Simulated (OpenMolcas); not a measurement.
# Br2 (bromine): revTPSS/ANO-R1 (sfX2C)

Aim: the energy change on altering one bond length of Br2 (bromine) at revTPSS/ANO-R1 (sfX2C), from 2 runs. 

The results are computed with OpenMolcas 26.06.

### Step 1. The system as given

Br2 has 2 atoms, charge 0, and is taken as a singlet. SMILES: `BrBr`. The shape is that of a PBE0-D4/def2-TZVP optimisation.

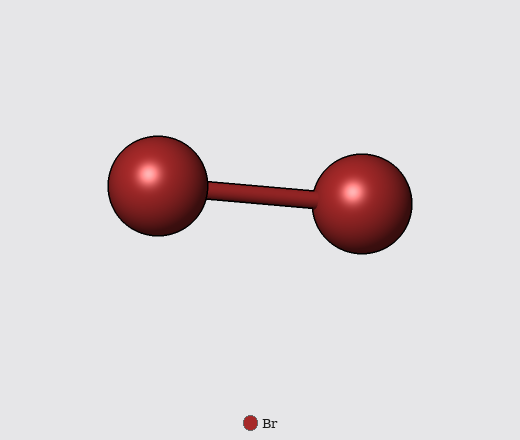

Viewed from a chosen angle; bromine red.

### Step 2. A single-point energy at revTPSS/ANO-R1 (sfX2C)

Contents of job.inp:

```
>>> EXPORT MOLCAS_PRINT=2

&GATEWAY
 Coord
 2
 bohr
 Br     1.83866572    -0.61489798     0.94206627
 Br    -1.83866572     0.61489798    -0.94206627
 Basis=ANO-R1
 Group=NoSym
 RX2C

&SEWARD
 Expert

&SCF
 KSDFT=2
 1.0 MGGA_X_REVTPSS
 1.0 MGGA_C_REVTPSS
 PrOrbitals=0
```

On the command line:

```sh
$ export MOLCAS_MEM=1860
$ pymolcas job.inp > job.log
```

Output:

```text
--- Start Module: gateway ---
[...]
--- Stop Module: gateway /rc=_RC_ALL_IS_WELL_ ---
--- Start Module: seward ---
[...]
 ###    WARNING:  EXPERT option is ON!                                       ###
 ###############################################################################
               SEWARD will generate:
[...]
      Basis functions           78
--- Stop Module: seward /rc=_RC_ALL_IS_WELL_ ---
[...]
--- Start Module: scf ---
[...]
       Convergence after  10 Iterations
[...]
::    Total KS-DFT energy                           -5211.2747736507
[...]
      Total spin, S                                     0.0000000000
[...]
      Total electronic charge=   70.000000
      Total            charge=   -0.000000
[...]
      Dipole Moment (debye):
      Origin of the operator (angstrom)=   -0.0000   -0.0000    0.0000
                   X= -1.0703E-12               Y= -2.7107E-12               Z= -3.5885E-12           Total=  4.6229E-12
      Quadrupole Moment (debye*angstrom):
[...]
--- Stop Module: scf /rc=_RC_ALL_IS_WELL_ ---
[...]
```

Wall time 13 s (1 thread of Arm Neoverse V2, shared host); peak memory 0.49 GiB.

### Step 3. The distorted shape, same level

Contents of job.inp:

```
>>> EXPORT MOLCAS_PRINT=2

&GATEWAY
 Coord
 2
 bohr
 Br     2.20633651    -0.73785679     1.13044740
 Br    -1.83866572     0.61489798    -0.94206627
 Basis
 ANO-R1
 Group
 NoSym
 RX2C

&SEWARD
 Expert

&SCF
 KSDFT
 2
 1.0 MGGA_X_REVTPSS
 1.0 MGGA_C_REVTPSS
 PrOrbitals
 0
```

On the command line:

```sh
$ export MOLCAS_MEM=1860
$ pymolcas job.inp > job.log
```

Output:

```text
--- Start Module: gateway ---
[...]
--- Stop Module: gateway /rc=_RC_ALL_IS_WELL_ ---
--- Start Module: seward ---
[...]
 ###    WARNING:  EXPERT option is ON!                                       ###
 ###############################################################################
               SEWARD will generate:
[...]
      Basis functions           78
--- Stop Module: seward /rc=_RC_ALL_IS_WELL_ ---
[...]
--- Start Module: scf ---
[...]
       Convergence after  10 Iterations
[...]
::    Total KS-DFT energy                           -5211.2677861009
[...]
      Total spin, S                                     0.0000000000
[...]
      Total electronic charge=   70.000000
      Total            charge=   -0.000000
[...]
      Dipole Moment (debye):
      Origin of the operator (angstrom)=    0.0973   -0.0325    0.0498
                   X=  1.0940E-10               Y= -3.9082E-11               Z=  5.6781E-11           Total=  1.2931E-10
      Quadrupole Moment (debye*angstrom):
[...]
--- Stop Module: scf /rc=_RC_ALL_IS_WELL_ ---
[...]
```

Run time: 13 s. Hardware: 1 thread of Arm Neoverse V2, shared host; peak memory 0.49 GiB.

### Step 4. What came out

Level: revTPSS/ANO-R1 (sfX2C).

| quantity | value |
| --- | --- |
| first shape: total energy | -5211.27477 Eh |
| first shape: dipole moment | 0.00 D |
| first shape: HOMO energy | -6.71 eV |
| first shape: LUMO energy | -4.21 eV |
| first shape: HOMO–LUMO gap | 2.50 eV |
| distorted shape: total energy | -5211.26779 Eh |
| distorted shape: dipole moment | 0.00 D |
| distorted shape: HOMO energy | -7.04 eV |
| distorted shape: LUMO energy | -5.46 eV |
| distorted shape: HOMO–LUMO gap | 1.58 eV |
| energy change with the Br1–Br2 bond stretched from 2.281 to 2.509 Å | 0.190 eV |

**Reading.** With the Br1–Br2 bond stretched from 2.281 to 2.509 Å the energy rises by 0.19 eV (18.3 kJ/mol). The first shape isn't relaxed at this level, so the change isn't measured from a minimum.
